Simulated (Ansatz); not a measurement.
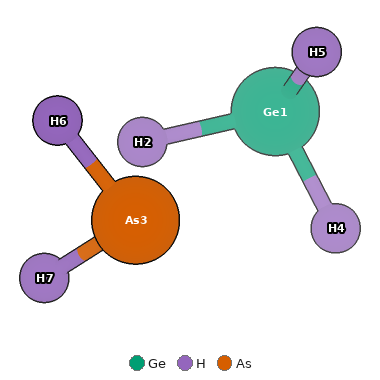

The system is the reacting system AsGeH₅; the picture shows the reference structure. 
- Coordinates scanned: (1) distance Ge1–H2 (bond that forms); (2) distance H2–As3 (bond that breaks).
- Relaxed at each point: all other coordinates.
- Grid: 8 × 8 points.
- Points are written as (first, second).
- Energies are in kJ/mol, from a guessed transition structure relaxed with its forming and breaking bonds held.
- Energies and slopes of some neighbouring points disagree (a jump in structure or state, or too coarse a mesh). The reference is spin-restricted, so regions where a bond is pulled apart into radicals lie too high.
- Level of theory: Ansatz, RKS r2SCAN-D4/def2-SVP.

Its coordinates:

```xyz
7

Ge   -1.5721    0.4093    0.2231
H    -0.4707   -0.5296   -0.5946
As    1.3649   -0.0602   -0.0338
H    -1.0609    1.8637   -0.0516
H    -1.1139    0.2209    1.7096
H     1.3544   -1.5558    0.2766
H     1.4982   -0.3483   -1.5294
```

Range: distance Ge1–H2 (bond that forms) from 1.359 to 3.159 Å; distance H2–As3 (bond that breaks) from 1.350 to 3.150 Å.

### What landscape does the calculation give?

The lowest grid point is at (1.517 Å, 3.150 Å), −172 kJ/mol from a guessed transition structure relaxed with its forming and breaking bonds held. It lies at the edge of the scanned range, so the true minimum may lie outside. Other grid points that lie below all their neighbours: (1.735 Å, 1.726 Å) (165 kJ/mol higher). The highest grid point, (3.159 Å, 2.835 Å), lies 457 kJ/mol above the lowest.

```
second ↓, first →  1.359  1.517  1.735  1.983  2.253  2.541  2.844  3.159
            3.150   −142   −172   −142    −68     22    109    186    248
            2.835   −125   −150   −114    −36     56    146    223    285
            2.532    −87   −109    −71      9    103    172    217    239
            2.244    −31    −53    −15     64    106    155    181    157
            1.974     35     −3      2     34     69     95    112     67
            1.726     65      8     −7      6     26     42      5    −12
            1.508    110     39      7      7     17     26    −33    −48
            1.350    187    107     64     52     49     44     −8    −20
```

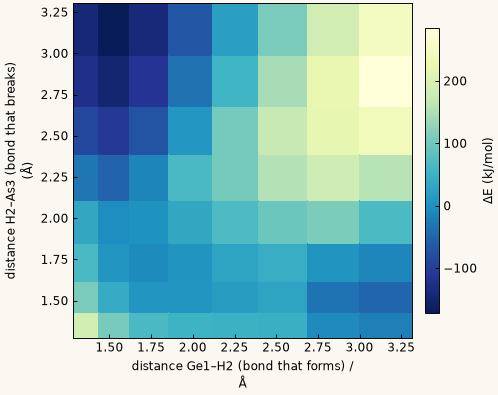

In the figure: one coloured cell a grid point.

The whole map (64 points run) took 20 min on 1 thread of Arm Neoverse V2, on a shared host.
